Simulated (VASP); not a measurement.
Band structure of Y (hcp). Level of theory: PW91 GGA, VASP's PBE PAW potentials (set 64) (plane waves; VASP).

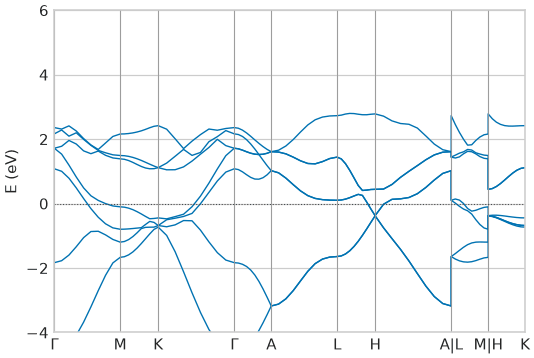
Figure. Bands along high-symmetry lines, zero at the valence-band maximum or, without a gap, the Fermi level

Task: Read the plot: is there a gap, and where are the band edges?

Result: It has no gap at this level: it comes out as a metal or semimetal. (Edges off the drawn lines would not show.)

The compound is Y in the hcp structure. It was relaxed first.
